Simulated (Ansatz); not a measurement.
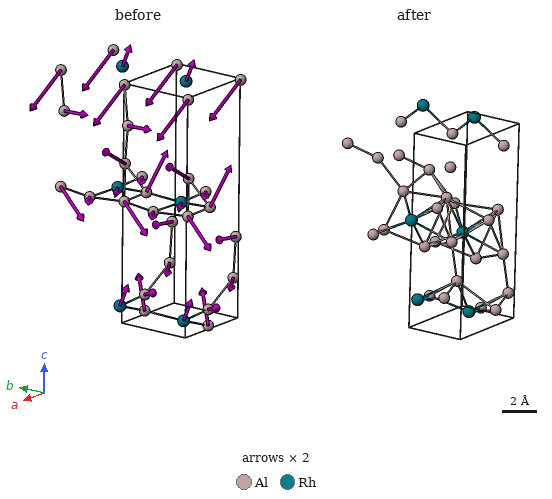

The structure of a crystal of Al5Rh (a generated structure, set up in P1) (coarse preliminary run) before (left) and after (right) a relaxation, at one scale. The purple arrows give the displacements (the part carried along by the change of the cell is left out), magnified 2 times.

The picture is a ball-and-stick view of the cell of the calculation, repeated 1 × 2 × 1 with one cell outlined, seen from a free direction.

These are results of Ansatz 0.2.0, DFT PBE, scalar-relativistic, plane waves, PAW, not measurements. Set-up: plane-wave cutoff 420 eV; k-point mesh 4 × 4 × 2; occupations gaussian; smearing width 0.2 eV; no spin polarisation; cell and atoms relaxed; force threshold 0.025 eV/Å; at most 60 steps.

**What changed between the two?**

The run was cut off at its time limit before the relaxation converged, so the last structure is only a point on the way. The energy falls by 1043 meV per atom in 18 geometry steps. Largest force component: 3.5 eV/Å at the start, 0.36 eV/Å at the end. Pressure: 0.97 GPa at the start and −0.33 GPa at the end. An Al atom moves most relative to the cell: 1.80 Å roughly along [3 0 −1]. By element the largest moves are Al 1.80 Å, Rh 0.76 Å. Cell: a 5.104 → 5.040 Å (−1.3 %), b 4.979 → 3.934 Å (−21.0 %), c 15.104 → 12.130 Å (−19.7 %), α 90.7° → 89.7°, β 90.9° → 94.8°, γ 91.3° → 88.3°. Volume −37.6 %. Some distances before and after: Al–Al 5.410 → 2.506 Å, Al–Al 5.899 → 3.067 Å, Al–Al 5.266 → 2.620 Å, Al–Al 5.270 → 3.062 Å. New bonds form: Al–Al (5.27 → 2.62 Å), Al–Al (5.41 → 2.51 Å), Al–Rh (3.31 → 2.50 Å), Al–Rh (3.45 → 2.48 Å). Bonds break: Al–Al (2.34 → 3.57 Å), Al–Al (2.45 → 4.27 Å). Among the angles between lasting bonds that change: Al–Al–Al 176.8° → 88.9°, Al–Rh–Al 169.9° → 94.3°, Rh–Al–Rh 169.9° → 94.3°. The space group stays P1 (No. 1).
